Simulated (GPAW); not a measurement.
**A Pd chain with CO on top of one atom: relaxation, then transmission at several levels**

How well does a Pd chain with CO on top of one atom conduct once its atoms have relaxed, and how much do cheaper levels lose?

Calculated with GPAW 26.7.0; GPAW LCAO, PAW setups; relaxation of the junction within the symmetry of its start, lead ends held, in the first sound run; inputs show where later runs differ.

## (1) The starting structure

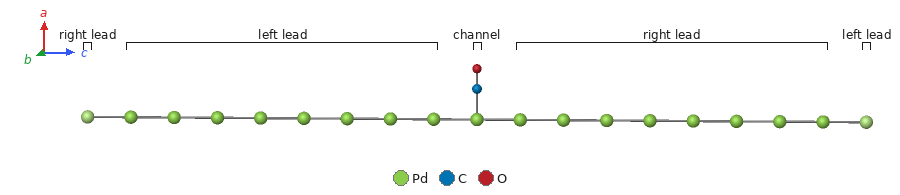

The starting structure, seen from the side, with the c axis across the page (palladium green, carbon blue, oxygen red). Some periodic images of atoms are drawn too.

The cell holds 19 atoms: 17 Pd, 1 C and 1 O. Its edges and angles: a = 9.000 Å, b = 9.000 Å, c = 42.500 Å, α = 90.0°, β = 90.0°, γ = 90.0°. Regions: left lead, 8 atoms (8 Pd); channel, 3 atoms (1 Pd, 1 C and 1 O); right lead, 8 atoms (8 Pd). Vacuum lies along a and b. The structure is stacked along c, and the current runs across the ab planes.

## (2) Relaxing the atoms

Transmission follows bond lengths closely, so the atoms between the held lead ends are relaxed first, within whatever symmetry the start has.

run.py reads:

```python
import json
from ase import Atoms
from ase.constraints import FixAtoms
from ase.optimize import BFGS
from gpaw import GPAW, FermiDirac

device = Atoms(
    ['Pd', 'Pd', 'Pd', 'Pd', 'Pd', 'Pd', 'Pd', 'Pd', 'Pd', 'C', 'O', 'Pd', 'Pd', 'Pd', 'Pd', 'Pd', 'Pd', 'Pd', 'Pd'],
    positions=[
        [4.50000, 4.50000, 1.25000],
        [4.50000, 4.50000, 3.75000],
        [4.50000, 4.50000, 6.25000],
        [4.50000, 4.50000, 8.75000],
        [4.50000, 4.50000, 11.25000],
        [4.50000, 4.50000, 13.75000],
        [4.50000, 4.50000, 16.25000],
        [4.50000, 4.50000, 18.75000],
        [4.50000, 4.50000, 21.25000],
        [6.25850, 4.50000, 21.25000],
        [7.41850, 4.50000, 21.25000],
        [4.50000, 4.50000, 23.75000],
        [4.50000, 4.50000, 26.25000],
        [4.50000, 4.50000, 28.75000],
        [4.50000, 4.50000, 31.25000],
        [4.50000, 4.50000, 33.75000],
        [4.50000, 4.50000, 36.25000],
        [4.50000, 4.50000, 38.75000],
        [4.50000, 4.50000, 41.25000]],
    cell=[[9.0, 0.0, 0.0], [0.0, 9.0, 0.0], [0.0, 0.0, 42.5]],
    pbc=True)

device.set_constraint(FixAtoms([0, 1, 2, 3, 4, 5, 6, 12, 13, 14, 15, 16, 17, 18]))
device.calc = GPAW(mode='lcao', basis='dzp', xc='PBE', h=0.18,
                   kpts={'size': (1, 1, 2), 'gamma': True},
                   symmetry={'tolerance': 1e-3, 'extra_ids': [1, 1, 1, 1, 1, 1, 1, 0, 0, 0, 0, 0, 1, 1, 1, 1, 1, 1, 1]},
                   occupations=FermiDirac(0.1), maxiter=250,
                   mixer=dict(beta=0.1, nmaxold=8, weight=100.0),
                   convergence=dict(density=0.0001), txt='relax.txt')
path = []
opt = BFGS(device, maxstep=0.15)
opt.attach(lambda: path.append((device.get_potential_energy(), device.positions.tolist(), device.get_forces().tolist())))
relaxed = bool(opt.run(fmax=0.05, steps=50))
json.dump(dict(relaxed=relaxed, path=path, positions=device.positions.tolist(), moments=device.get_magnetic_moments().tolist(),
               forces=device.get_forces(apply_constraint=False).tolist()), open('result.json', 'w'))
```

Started as:

```
OMP_NUM_THREADS=1 OPENBLAS_NUM_THREADS=1 python run.py
```

Output:

```text
Step          Energy          fmax
BFGS:    0      -28.934267        2.225421
BFGS:    1      -29.019677        0.980556
BFGS:    2      -29.055615        0.353154
BFGS:    3      -29.061695        0.488713
BFGS:    4      -29.064647        0.750566
BFGS:    5      -29.069553        0.309361
BFGS:    6      -29.077235        0.427334
BFGS:    7      -29.089672        0.622741
BFGS:    8      -29.103615        1.852285
BFGS:    9      -29.136198        1.410547
BFGS:   10      -29.304929        0.615672
BFGS:   11      -29.443520        0.525076
BFGS:   12      -29.535913        0.429057
BFGS:   13      -29.588914        0.239442
BFGS:   14      -29.599890        0.099719
BFGS:   15      -29.601571        0.154598
BFGS:   16      -29.603492        0.159221
BFGS:   17      -29.599604        0.423923
BFGS:   18      -29.605574        0.081486
BFGS:   19      -29.605826        0.052345
BFGS:   20      -29.603887        0.093029
BFGS:   21      -29.606092        0.053593
BFGS:   22      -29.606054        0.047383
```

It took 67 min on 1 thread of Arm Neoverse V2, shared host; peak memory 2.4 GiB.

Relaxation path (22 of 23):

```csv
step,energy less that of the first step (eV),largest force (eV/Å)
1,0.0000,2.2254
2,-0.0844,0.9806
3,-0.1197,0.3532
4,-0.1258,0.4887
5,-0.1286,0.7506
6,-0.1337,0.3094
7,-0.1419,0.4273
8,-0.1540,0.6227
9,-0.1662,1.8523
10,-0.1984,1.4105
11,-0.3609,0.6157
13,-0.5846,0.4291
14,-0.6412,0.2394
15,-0.6557,0.0997
16,-0.6585,0.1546
17,-0.6624,0.1592
18,-0.6688,0.4239
19,-0.6682,0.0815
20,-0.6679,0.0523
21,-0.6618,0.0930
22,-0.6664,0.0536
23,-0.6679,0.0474
```

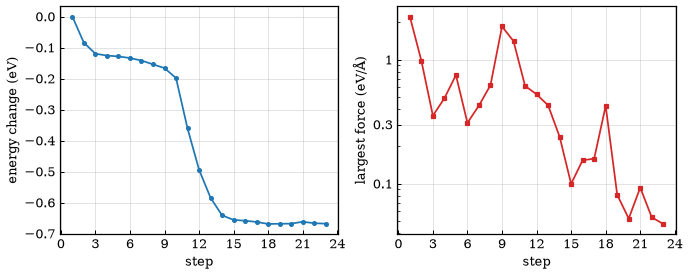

Energy and largest force along the relaxation.

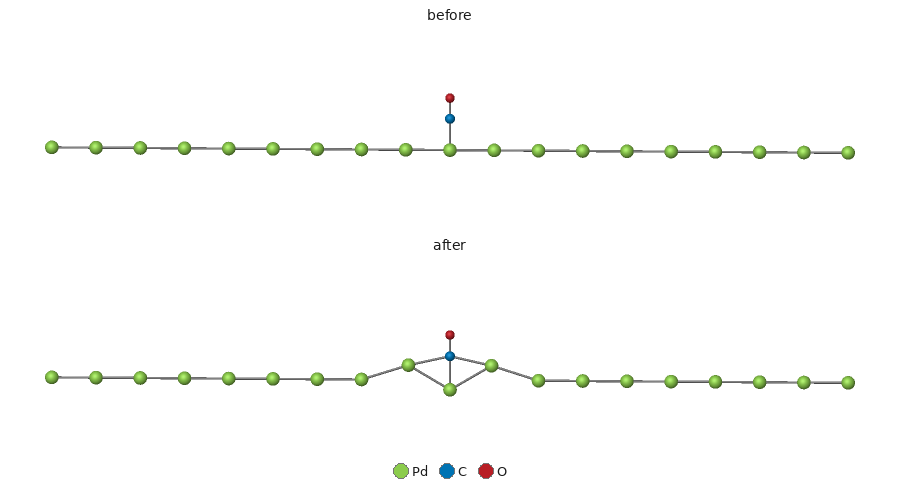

Before and after, at one scale.

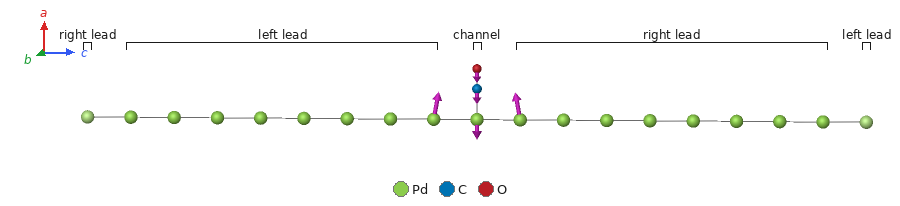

Displacements in the relaxation, exaggerated; the longest in the cell stands for 0.84 Å. Some periodic images of atoms are drawn too.

The atoms that moved most (Å):

```csv
atom,dx,dy,dz,length
Pd8,0.824,0.000,0.152,0.838
Pd12,0.824,0.000,-0.152,0.838
Pd9,-0.544,0.000,0.000,0.544
C10,-0.419,0.000,0.000,0.419
O11,-0.385,0.000,0.000,0.385
```

The relaxation lowered the energy of the cell by 0.668 eV (energies extrapolated to zero smearing; the optimiser's log prints free energies). The largest force left on a free atom is 0.047 eV/Å.

## (3) Double-zeta polarised basis

Localised orbitals split the wire into layers that couple to their neighbours alone, which is what the Green's function method needs; double zeta with polarisation is the usual level for numbers.

This step: GPAW LCAO, PAW setups; Landauer transmission from Green's functions with principal layers (ASE), zero bias (GPAW 26.7.0).

run.py reads:

```python
import json
import numpy as np
from ase import Atoms
from ase.transport.calculators import TransportCalculator
from gpaw import GPAW, FermiDirac
from gpaw.lcao.tools import get_lcao_hamiltonian
from scipy.linalg import eigh

# The junction with lead layers at both ends, along the third cell vector
device = Atoms(
    ['Pd', 'Pd', 'Pd', 'Pd', 'Pd', 'Pd', 'Pd', 'Pd', 'Pd', 'C', 'O', 'Pd', 'Pd', 'Pd', 'Pd', 'Pd', 'Pd', 'Pd', 'Pd'],
    positions=[
        [4.50000, 4.50000, 1.25000],
        [4.50000, 4.50000, 3.75000],
        [4.50000, 4.50000, 6.25000],
        [4.50000, 4.50000, 8.75000],
        [4.50000, 4.50000, 11.25000],
        [4.50000, 4.50000, 13.75000],
        [4.50000, 4.50000, 16.25000],
        [5.32385, 4.50000, 18.90159],
        [3.95561, 4.50000, 21.25000],
        [5.83993, 4.50000, 21.25000],
        [7.03353, 4.50000, 21.25000],
        [5.32385, 4.50000, 23.59841],
        [4.50000, 4.50000, 26.25000],
        [4.50000, 4.50000, 28.75000],
        [4.50000, 4.50000, 31.25000],
        [4.50000, 4.50000, 33.75000],
        [4.50000, 4.50000, 36.25000],
        [4.50000, 4.50000, 38.75000],
        [4.50000, 4.50000, 41.25000]],
    cell=[[9.0, 0.0, 0.0], [0.0, 9.0, 0.0], [0.0, 0.0, 42.5]],
    pbc=True)

# One principal layer of the lead: the first 5 atoms of the device
lead = Atoms(
    ['Pd', 'Pd', 'Pd', 'Pd', 'Pd'],
    positions=[
        [4.50000, 4.50000, 1.25000],
        [4.50000, 4.50000, 3.75000],
        [4.50000, 4.50000, 6.25000],
        [4.50000, 4.50000, 8.75000],
        [4.50000, 4.50000, 11.25000]],
    cell=[[9.0, 0.0, 0.0], [0.0, 9.0, 0.0], [0.0, 0.0, 12.5]],
    pbc=True)

settings = dict(mode='lcao', basis='dzp', xc='PBE', h=0.18,
                occupations=FermiDirac(0.1), maxiter=250,
                mixer=dict(beta=0.1, nmaxold=8, weight=100.0),
                convergence=dict(density=0.0001))
energies = np.arange(-2, 2 + 1e-9, 0.025)
eta = 0.0001
n1, n2 = 1, 1
# k and -k transmit alike, so half of the mesh across the current serves
mesh = [(i, j) for i in range(n1) for j in range(n2) if (i, j) <= (-i % n1, -j % n2)]
weights = np.array([1 if (i, j) == (-i % n1, -j % n2) else 2 for i, j in mesh]) / (n1 * n2)

# [... helper functions left out ...]
fermi_lead = ground_state(lead, (1, 1, 9), 'lead.txt')
fermi_device = ground_state(device, (1, 1, 2), 'device.txt')
# [... loop over the mesh left out, but for ...]
        # Shift the lead onto the potential of the device's first layer
        shift = ((H[:, 0, 0] - H0[:, 0, 0]) / S0[0, 0]).real.mean()
# [...]
kT = 8.617333e-5 * 300
bias = [0.1, 0.2, 0.5, 1.0, 1.5, 2.0]
# [... integrals and printing left out ...]
```

Output:

```text
basis functions: device 485, principal layer 135
Fermi level: lead -4.0196 eV, device -3.8609 eV; lead shifted by 0.0003 eV
largest coupling past the next layer 1.07e-04 eV, largest misfit of the first layer 0.061 eV
  E-E_F (eV)   T (one spin)  [channel counts left out]
    -2.000    3.3882e-02
    -1.975    1.6093e-01
    -1.950    5.6862e-01
    -1.925    7.5342e-02
    -1.900    3.4421e-02
    -1.875    2.5023e-02
    -1.850    2.2296e-02
    -1.825    2.2149e-02
    -1.800    2.3445e-02
    -1.775    2.5868e-02
    -1.750    2.9435e-02
    -1.725    3.4375e-02
    -1.700    4.1140e-02
    -1.675    5.0492e-02
    -1.650    6.3698e-02
    -1.625    8.2904e-02
[...]
1.825    3.9185e-01
     1.850    2.6896e-01
     1.875    1.5515e-01
     1.900    6.6914e-02
     1.925    1.4975e-02
     1.950    3.4334e-05
     1.975    1.4542e-02
     2.000    4.7841e-02
conductance at 300 K: 0.43552 G0 a cell; thermopower -2.309 uV/K
current from the zero-bias T(E) at 0.1 V: 3.3624 uA
current from the zero-bias T(E) at 0.2 V: 6.6556 uA
current from the zero-bias T(E) at 0.5 V: 16.208 uA
current from the zero-bias T(E) at 1.0 V: 41.07 uA
current from the zero-bias T(E) at 1.5 V: 81.421 uA
current from the zero-bias T(E) at 2.0 V: 109.37 uA
```

Wall time 7.2 min (1 thread); peak memory 2.6 GiB.

Numbers from this step:

| Item | Value |
| --- | --- |
| conductance | 0.4355 G₀ |
| largest coupling past the next principal layer | 1.07e-4 eV |
| largest misfit of the first principal layer | 0.06108 eV |
| shift that aligns the lead | 3.43e-4 eV |
| basis functions of the junction | 485 |
| basis functions of a principal layer | 135 |
| transmission at the Fermi level, one spin | 0.4395 |

One spin. Transmission, zone mean against energy, zero at the Fermi level:

```csv
energy (eV),"transmission, zone mean"
-2.0000,0.0339
-1.7500,0.0294
-1.5000,0.572
-1.4500,0.998
-1.2500,0.206
-1.0000,0.343
-0.7500,0.817
-0.6250,2.12
-0.5000,1.81
-0.3750,1.85
-0.2500,0.357
0.0000,0.440
0.2500,0.468
0.5000,0.647
0.7500,0.808
1.0000,0.909
1.2500,0.955
1.3500,0.961
1.5000,0.950
1.7500,0.693
2.0000,0.0478
```

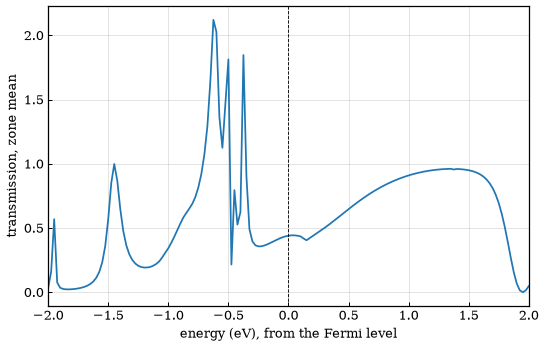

Transmission, zone mean against energy.

Not self-consistent under bias; the bias window is split evenly. Table of current through one cell, from the zero-bias transmission by bias:

```csv
bias (V),"current through one cell, from the zero-bias transmission (μA)"
0.100,3.36
0.200,6.66
0.500,16.2
1.000,41.1
1.500,81.4
2.000,109
```

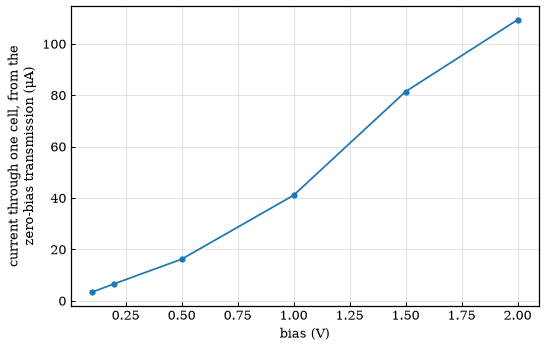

Current through one cell, from the zero-bias transmission, plotted against bias.

The transmission of the three most open eigenchannels by energy, zero at the Fermi level:

```csv
energy (eV),channel 1,channel 2,channel 3
-2.000,0.0278,0.00602,3.0e-5
-1.800,0.0184,0.00489,1.3e-4
-1.600,0.109,0.00236,3.5e-4
-1.400,0.643,0.00361,1.0e-3
-1.200,0.175,0.0138,0.00327
-1.000,0.221,0.110,0.0106
-0.800,0.450,0.175,0.0541
-0.600,0.884,0.827,0.306
-0.400,0.546,0.0764,9.1e-4
-0.200,0.214,0.129,0.0164
0.000,0.372,0.0554,0.00967
0.200,0.436,3.6e-6,1.1e-12
0.400,0.572,3.7e-6,0
0.600,0.718,3.8e-6,0
0.800,0.833,3.9e-6,0
1.000,0.909,4.0e-6,0
1.200,0.950,4.1e-6,0
1.400,0.959,4.2e-6,0
1.600,0.915,4.4e-6,0
1.800,0.509,4.5e-6,0
2.000,0.0478,4.7e-6,0
```

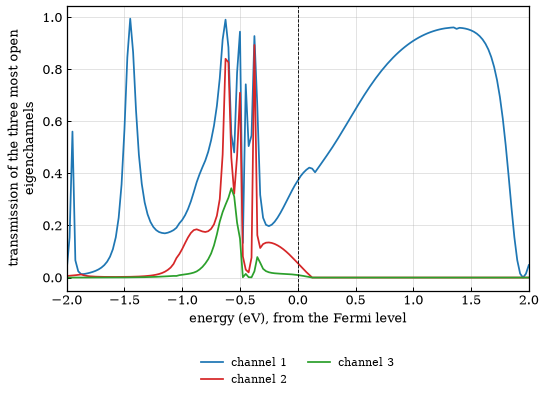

Transmission of the three most open eigenchannels, plotted against energy.

Couplings past the next layer reach 1.1e-4 eV, small enough to drop; the matrix elements of the cell's first layer differ from the bulk lead's by up to 0.061 eV. That layer keeps its own values in the calculation, and only beyond it is the lead taken as perfect. The Fermi levels of lead and junction count from different zeros of potential, one for each periodic cell; with both set to zero, the small remaining shift is what aligns them. By hand: G = 0.4355 × 77.48 μS = 33.7 μS, a resistance of 29.6 kΩ; at 0.1 V a linear junction would pass 3.37 μA, and the integral over the bias window gives 3.36 μA.

## (4) GPAW, szp: basis = "szp(dzp)"

One radial function a shell plus polarisation makes the matrices smaller; the question is what that costs.

run.py: that of step 3 with these lines changed.

```diff
@@ -46,3 +46,3 @@
 
-settings = dict(mode='lcao', basis='dzp', xc='PBE', h=0.18,
+settings = dict(mode='lcao', basis='szp(dzp)', xc='PBE', h=0.18,
                 occupations=FermiDirac(0.1), maxiter=250,
```

Output:

```text
basis functions: device 273, principal layer 75
Fermi level: lead -4.1824 eV, device -4.0359 eV; lead shifted by 0.0009 eV
largest coupling past the next layer 1.09e-04 eV, largest misfit of the first layer 0.043 eV
  E-E_F (eV)   T (one spin)  [channel counts left out]
    -2.000    1.2140e-02
    -1.975    1.4036e-02
    -1.950    1.6705e-02
    -1.925    2.0331e-02
    -1.900    2.5221e-02
    -1.875    3.1957e-02
    -1.850    4.1387e-02
    -1.825    5.4964e-02
    -1.800    7.5165e-02
    -1.775    1.0639e-01
    -1.750    1.5670e-01
    -1.725    2.4104e-01
    -1.700    3.8500e-01
    -1.675    6.1556e-01
    -1.650    8.8692e-01
    -1.625    9.9325e-01
[...]
1.825    9.9556e-01
     1.850    9.9740e-01
     1.875    9.9828e-01
     1.900    9.9738e-01
     1.925    9.9346e-01
     1.950    9.8474e-01
     1.975    9.6872e-01
     2.000    9.4205e-01
conductance at 300 K: 0.18069 G0 a cell; thermopower 0.4645 uV/K
current from the zero-bias T(E) at 0.1 V: 1.3853 uA
current from the zero-bias T(E) at 0.2 V: 2.7164 uA
current from the zero-bias T(E) at 0.5 V: 6.5991 uA
current from the zero-bias T(E) at 1.0 V: 19.667 uA
current from the zero-bias T(E) at 1.5 V: 53.834 uA
current from the zero-bias T(E) at 2.0 V: 81.983 uA
```

Wall time 4.7 min (1 thread); peak memory 2.5 GiB.

This step gave:

```yaml
conductance: 0.1807 G₀
largest_coupling_past_the_next_principal_layer: 1.09e-4 eV
largest_misfit_of_the_first_principal_layer: 0.04288 eV
shift_that_aligns_the_lead: 9.34e-4 eV
basis_functions_of_the_junction: 273
basis_functions_of_a_principal_layer: 75
transmission_at_the_fermi_level_one_spin: 0.1883
```

One spin. Table of transmission, zone mean by energy, zero at the Fermi level:

```csv
energy (eV),"transmission, zone mean"
-2.000,0.0121
-1.800,0.0752
-1.625,0.993
-1.600,0.856
-1.400,0.218
-1.200,0.231
-1.000,0.432
-0.800,0.669
-0.675,2.15
-0.625,2.17
-0.600,0.337
-0.575,1.08
-0.475,1.69
-0.400,0.145
-0.200,0.120
0.000,0.188
0.200,0.220
0.400,0.360
0.600,0.559
0.800,0.777
1.000,0.933
1.200,0.993
1.400,0.994
1.600,0.984
1.800,0.993
2.000,0.942
```

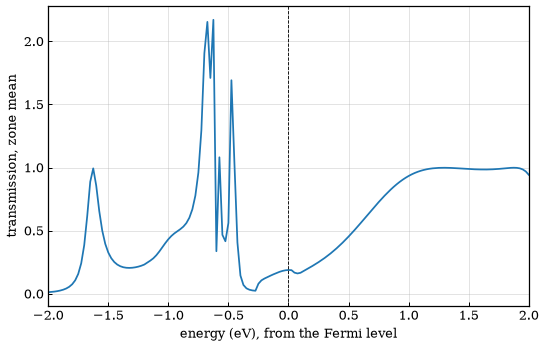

Transmission, zone mean, plotted against energy.

Not self-consistent under bias; the bias window is split evenly. Current through one cell, from the zero-bias transmission against bias:

```csv
bias (V),"current through one cell, from the zero-bias transmission (μA)"
0.100,1.39
0.200,2.72
0.500,6.60
1.000,19.7
1.500,53.8
2.000,82.0
```

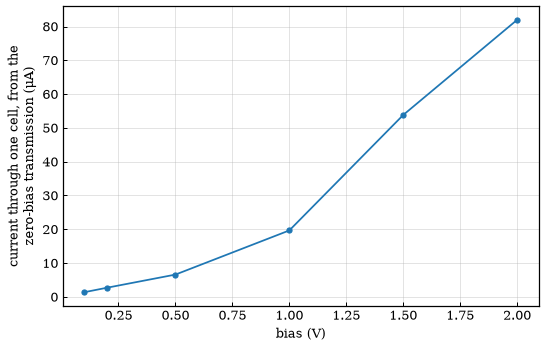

Current through one cell, from the zero-bias transmission against bias.

Transmission of the three most open eigenchannels against energy, zero at the Fermi level:

```csv
energy (eV),channel 1,channel 2,channel 3
-2.0000,0.0104,0.00172,2.7e-6
-1.7500,0.156,5.4e-4,5.5e-5
-1.5000,0.326,0.00102,1.9e-4
-1.2500,0.205,0.00912,3.7e-4
-1.0000,0.270,0.122,0.0342
-0.7500,0.557,0.223,0.135
-0.5000,0.485,0.0731,0.00221
-0.2500,0.0310,0.0287,0.0108
0.0000,0.159,0.0230,0.00348
0.2500,0.250,2.3e-7,0
0.5000,0.453,2.4e-7,0
0.7500,0.725,2.4e-7,0
1.0000,0.933,2.5e-7,0
1.2500,0.997,2.6e-7,0
1.5000,0.988,2.6e-7,0
1.7500,0.989,2.7e-7,0
2.0000,0.942,2.7e-7,0
```

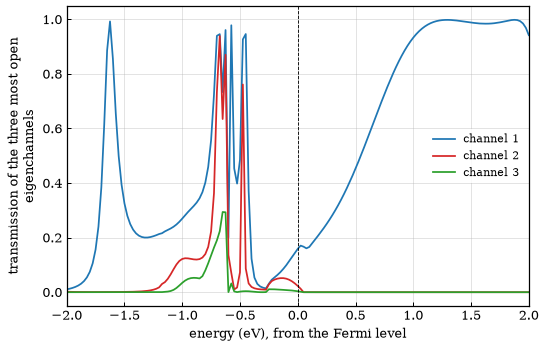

Transmission of the three most open eigenchannels, plotted against energy.

The conductance, 0.181 G₀, lies 59 % below that of the dzp run.

## (5) GPAW, sz: basis = "sz(dzp)"

One function for each valence shell of the setup, as for a first survey of a large system.

run.py: that of step 4 with these lines changed.

```diff
@@ -46,3 +46,3 @@
 
-settings = dict(mode='lcao', basis='szp(dzp)', xc='PBE', h=0.18,
+settings = dict(mode='lcao', basis='sz(dzp)', xc='PBE', h=0.18,
                 occupations=FermiDirac(0.1), maxiter=250,
```

Output:

```text
basis functions: device 212, principal layer 60
Fermi level: lead -4.1971 eV, device -4.0577 eV; lead shifted by -0.0010 eV
largest coupling past the next layer 1.08e-04 eV, largest misfit of the first layer 0.044 eV
  E-E_F (eV)   T (one spin)  [channel counts left out]
    -2.000    1.1017e-02
    -1.975    1.2303e-02
    -1.950    1.4205e-02
[...]
1.975    9.9000e-01
     2.000    9.9671e-01
conductance at 300 K: 0.22133 G0 a cell; thermopower -0.9188 uV/K
current from the zero-bias T(E) at 0.1 V: 1.6994 uA
current from the zero-bias T(E) at 0.2 V: 3.3339 uA
current from the zero-bias T(E) at 0.5 V: 8.166 uA
current from the zero-bias T(E) at 1.0 V: 23.377 uA
current from the zero-bias T(E) at 1.5 V: 59.337 uA
current from the zero-bias T(E) at 2.0 V: 88.956 uA
```

Wall time 3.3 min (1 thread); peak memory 2.4 GiB.

Numbers from this step:

```yaml
conductance: 0.2213 G₀
largest_coupling_past_the_next_principal_layer: 1.08e-4 eV
largest_misfit_of_the_first_principal_layer: 0.04450 eV
shift_that_aligns_the_lead: -0.001050 eV
basis_functions_of_the_junction: 212
basis_functions_of_a_principal_layer: 60
transmission_at_the_fermi_level_one_spin: 0.2279
```

The conductance, 0.221 G₀, lies 49 % below that of the dzp run.

[end of part 1 of 2]

[Logs are printed without paths, hosts, clocks, repeated set-up lines and the standing remarks that a program may print on its own settings, such as how far it seeks lower states.]

[Hosts, paths, dates, database ids (printed as entryN), source tags and the programs' standing remarks are cut or masked in the printed files.]
